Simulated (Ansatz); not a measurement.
# FH$_{5}$Si$_{2}$···SiH$_{4}$: what the fields show

Input

```
crystal:
  periodic: [false, false, false]
  atoms:
    - {symbol: Si, position_ang: [-1.446768, 0.092679, 1.109563]}
    - {symbol: F, position_ang: [-1.171208, 1.502445, 1.828325]}
    - {symbol: H, position_ang: [-1.681095, 0.359526, -0.334352]}
    - {symbol: H, position_ang: [-2.690999, -0.476291, 1.691699]}
    - {symbol: Si, position_ang: [0.373281, -1.343294, 1.453410]}
    - {symbol: H, position_ang: [0.926408, 1.679015, -0.759541]}
    - {symbol: Si, position_ang: [0.870009, 0.975010, -2.065826]}
    - {symbol: H, position_ang: [0.451768, -1.729914, 2.887457]}
    - {symbol: H, position_ang: [0.163764, -2.568494, 0.634446]}
    - {symbol: H, position_ang: [1.650609, -0.698941, 1.052441]}
    - {symbol: H, position_ang: [2.110348, 1.251429, -2.833605]}
    - {symbol: H, position_ang: [-0.309877, 1.444416, -2.834229]}
    - {symbol: H, position_ang: [0.753860, -0.487584, -1.829588]}
basis:
  gaussian: {orbitals: def2-TZVPP}
hamiltonian: {xc: pbe0, dispersion: d4}
output: {orbitals: {seedname: orbitals}}
```

Launched as:

```sh
ansatz run in.yaml --threads 8 --pin off --events-out ev --progress --plain --max-ram 19148MiB
```

The reactant side of a reaction path; geometry: PBE0-D4/def2-TZVP; a saddle point, not a minimum.

Level of theory: RKS PBE0-D4/def2-TZVPP (Ansatz 0.2.0).

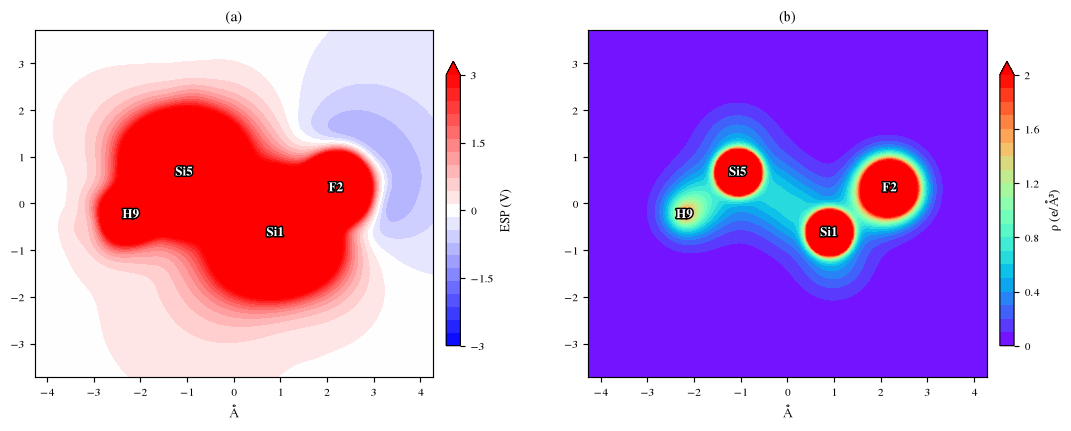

Figure 1. (a) molecular electrostatic potential; (b) electron density on the plane of atoms F2, Si1 and Si5.

Question: Interpret the plot.

Answer: Atoms in the plane: Si, F and H. Si–F (1.61 Å): the density is about 1.1 e/Å³ at the midpoint. Si–Si (2.34 Å): the density is about 0.65 e/Å³ at the midpoint. Si–H (1.49 Å): ρ is about 0.8 e/Å³ halfway. Outside the dense part of the complex the potential is most negative (−1.0 V) near F2.

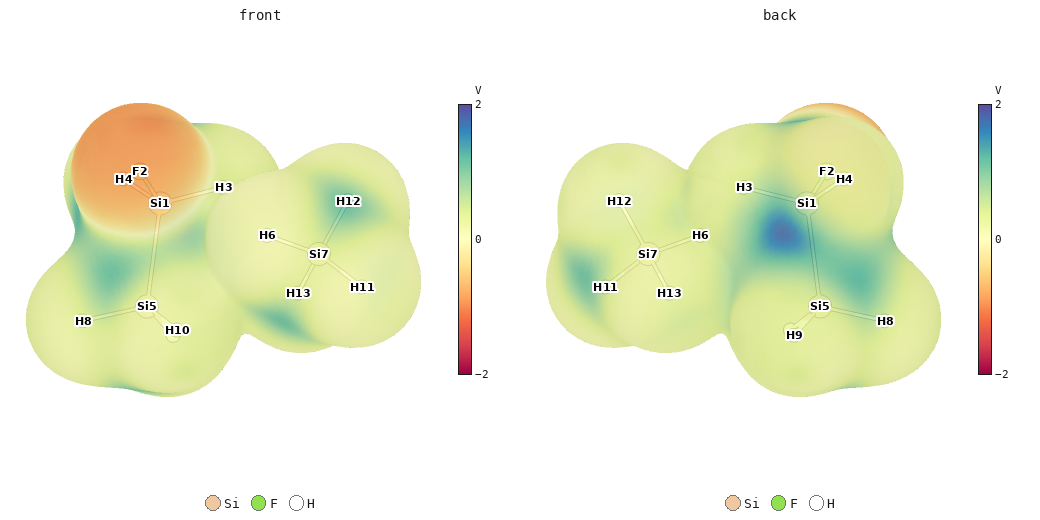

Figure 2. The electrostatic potential painted on the density surface at 0.002 e/bohr³, seen from the front and from behind; the colour scale runs from red (negative) to blue (positive).

Question: Where is the surface potential most negative and most positive?

Answer: The most negative region (about −0.9 V) lies over F2, the most positive (about +1.6 V) over Si1.

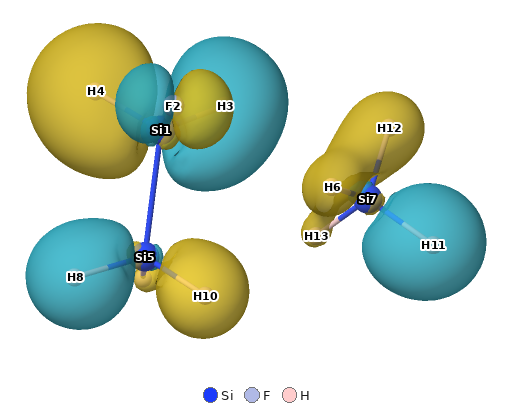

Figure 3. The HOMO−1 at ±0.06 Å⁻³ᐟ² (yellow and cyan are the two phases), seen across its widest extent.

Question: Describe this orbital and give its energy.

Answer: It lies mainly on Si1 (about 25 %), H3 (about 20 %), H4 (about 20 %), Si7 (about 5 %), F2 (about 5 %) and H11 (about 5 %). Its energy is −9.52 eV.
